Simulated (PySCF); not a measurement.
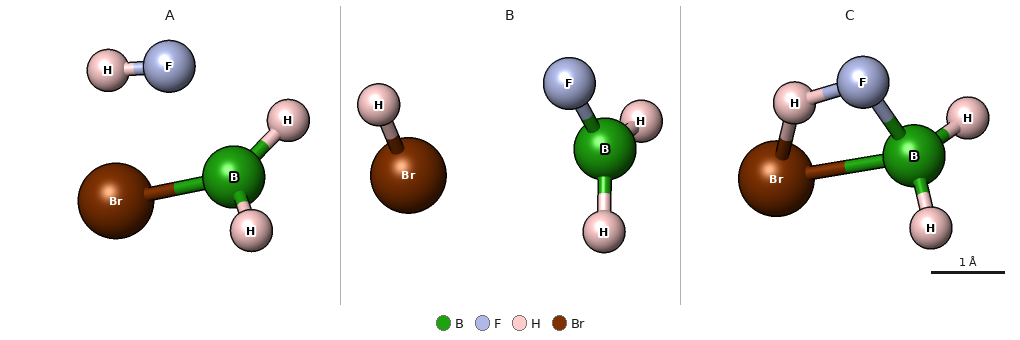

Three geometries of BH3BrF: a saddle point and the two minima that it joins, in shuffled order. Style: ball-and-stick. Shown from a free direction. Sticks join atoms that are closer than about 1.2 times the sum of their covalent radii (a little more with hydrogen).

Stationary points at PBE0-D4/def2-TZVP, single-point energies with CCSD(T)/CBS, r2SCAN-D4, CCSD(T), PBE-D4 (def2-TZVPP where no basis is named; PySCF 2.14.0). The energies are electronic, without zero-point or thermal terms, and both ends are the minima reached downhill from the saddle, with any fragments still in contact. CCSD(T)/CBS stands for a frozen-core estimate: MP2 correlation extrapolated from def2-TZVPP and def2-QZVPP, CCSD(T) minus MP2 from the smaller set.

> Identify the saddle point and describe the reaction.

Frame C is the saddle point. Counted by bonded pieces, B holds BH₂F + HBr and A holds BH₂Br + HF. From B over the saddle to A, bonds form: B–Br (3.10 → 2.21 → 1.93 Å), F–H (2.96 → 1.20 → 0.93 Å). Bonds break: B–F (1.32 → 1.52 → 2.25 Å), Br–H (1.42 → 1.66 → 2.68 Å). The saddle has one imaginary mode, 886i cm⁻¹. With CCSD(T)/CBS the barrier is 97.2 kJ/mol from B and 48.2 kJ/mol from A, and A lies 49.0 kJ/mol above B.

| level | barrier from B (kJ/mol) | barrier from A (kJ/mol) | A less B (kJ/mol) |
| --- | --- | --- | --- |
| CCSD(T)/CBS | 97.2 | 48.2 | 49.0 |
| r2SCAN-D4 | 77.8 | 27.5 | 50.3 |
| CCSD(T) | 100.5 | 47.6 | 52.9 |
| PBE-D4 | 65.9 | 19.4 | 46.6 |

Against CCSD(T)/CBS, CCSD(T) comes closest on the barrier from B (+3.3 kJ/mol) and PBE-D4 misses most (−31.3 kJ/mol).

Limits of the set-up: the start holds two separate molecules, 3.0 Å apart at their closest, whose relative position is a soft coordinate.
